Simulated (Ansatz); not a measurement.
The figure comes from a scan of KI (rock salt): one K atom of a 2-atom cell moves by s along Cartesian [110], with its periodic images. Method: r2SCAN (plane waves to 500 eV, PAW, scalar-relativistic; Ansatz, a first-principles code). k mesh 7×7×7 (Γ-centred), Fermi-Dirac smearing 0.05 eV. The energy includes the smearing's −TS. KI was relaxed with its symmetry unable to fall. Spin-orbit coupling is left out, though I is heavy. The zero of ΔE is the undisplaced structure.

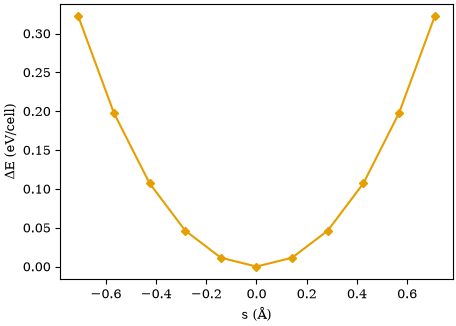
*ΔE (eV/cell) against s (Å); computed points joined by lines.*

Problem. Turn the plot into a table (rounded to what can be read).

Solution. To the nearest 0.005:

| s (Å) | ΔE (eV/cell) |
|---|---|
| -0.710 | 0.320 |
| -0.568 | 0.200 |
| -0.426 | 0.105 |
| -0.284 | 0.045 |
| -0.142 | 0.010 |
| 0.000 | 0.000 |
| 0.142 | 0.010 |
| 0.284 | 0.045 |
| 0.426 | 0.105 |
| 0.568 | 0.200 |
| 0.710 | 0.320 |

(A displaced cell: forces are minus the slopes of the energy, force constants its curvatures, and phonons follow from these.)
